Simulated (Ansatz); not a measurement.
**C2H5NSi: density, localisation and related maps**

```yaml
atoms:
  - { symbol: C, position_ang: [-0.9880, 1.3370, -0.9906] }
  - { symbol: C, position_ang: [0.1072, 0.7123, -0.4991] }
  - { symbol: N, position_ang: [-0.1989, -0.4235, 0.2854] }
  - { symbol: Si, position_ang: [0.6540, -1.5638, 1.1280] }
  - { symbol: H, position_ang: [-0.6960, 2.2134, -1.5918] }
  - { symbol: H, position_ang: [-1.2305, -0.4548, 0.2572] }
  - { symbol: H, position_ang: [1.1830, 0.8978, -0.5773] }
  - { symbol: H, position_ang: [2.1187, -1.5134, 1.1648] }
  - { symbol: H, position_ang: [-0.1147, -2.6014, 1.8215] }
```

All numbers below come from Ansatz 0.2.0, RKS CAM-B3LYP/6-31G*.

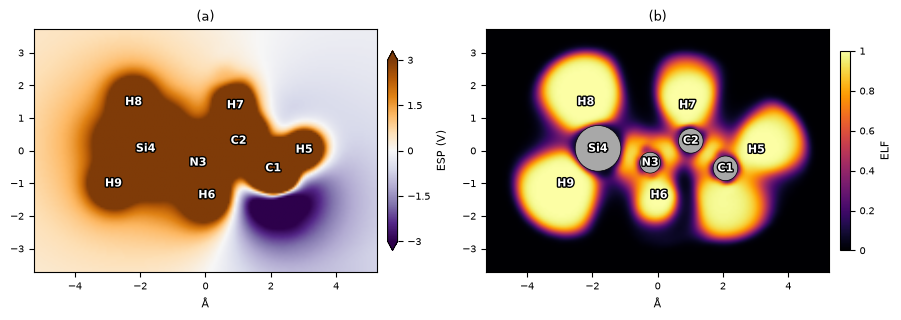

Figure 1. (a) electrostatic potential; (b) electron localisation function on the molecular plane. Grey discs cover the atomic cores in the ELF map.

> Interpret the plot.

Atoms in the plane: C, N, Si and H.
C–C (1.35 Å): the ELF peaks at about 0.95 between the atoms, as expected for localised, covalent bonding.
C–N (1.41 Å): the ELF peaks at about 0.90 between the atoms (localised, covalent bonding).
Si–N (1.65 Å): the ELF peaks at about 0.90 between the atoms (a shared but strongly polarised pair).
N–H (1.03 Å): the ELF climbs to about 1 towards the hydrogen, as it does in any bond to H (a covalent bond by its length).
C–H (1.09 Å): the ELF climbs to about 1 towards the hydrogen (a covalent bond by its length).
The ELF also peaks beside C1, away from the bonds: lone-pair regions.
Outside the dense part of the molecule the potential is most negative (−4.5 V) near C1.

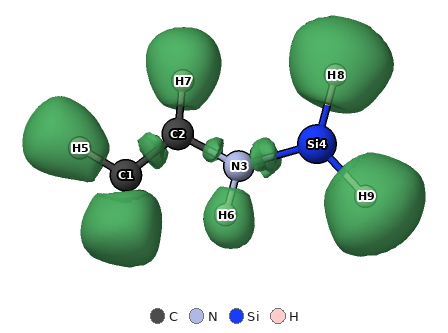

Figure 2. Isosurface of the electron localisation function at 0.85 (green), seen across its widest extent. Only the valence region is drawn (cores and ρ < 0.01 e/Å³ removed).

> Where are the electrons localised?

The surface consists of one region between bonded C–C atoms (shared pairs), one region between bonded C–N atoms (shared pairs), one region between bonded N–Si atoms (shared pairs), five regions around hydrogen nuclei and one lobe on C, pointing away from the bonds (lone pairs).

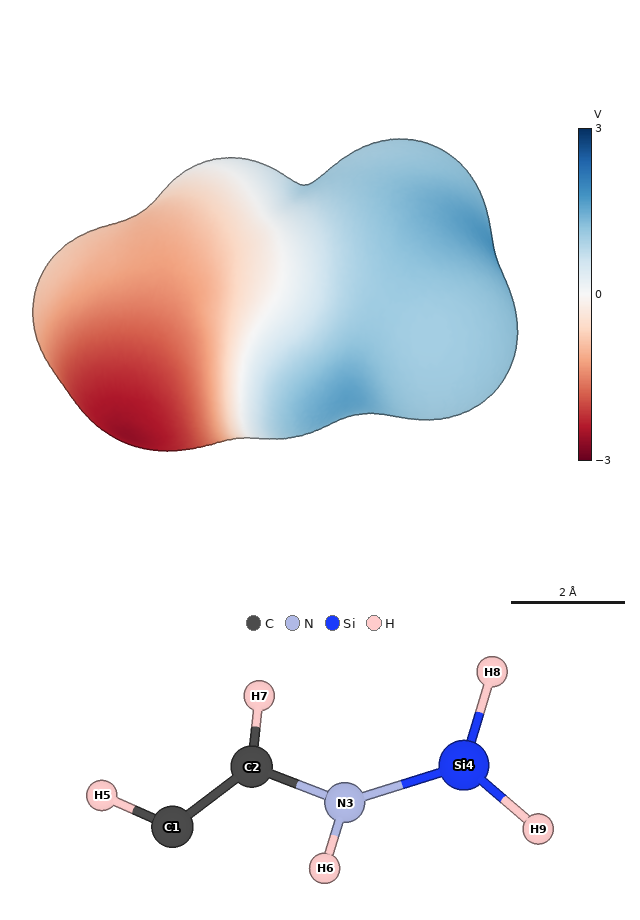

Figure 3. The electrostatic potential painted on the density surface at 0.001 e/bohr³, seen at a tilt; the colour scale runs from red (negative) to blue (positive). The bare structure is drawn below in the same view.

> Where is the surface potential most negative and most positive?

The most negative region (about −2.5 V) lies over C1, the most positive (about +1.7 V) over Si4.
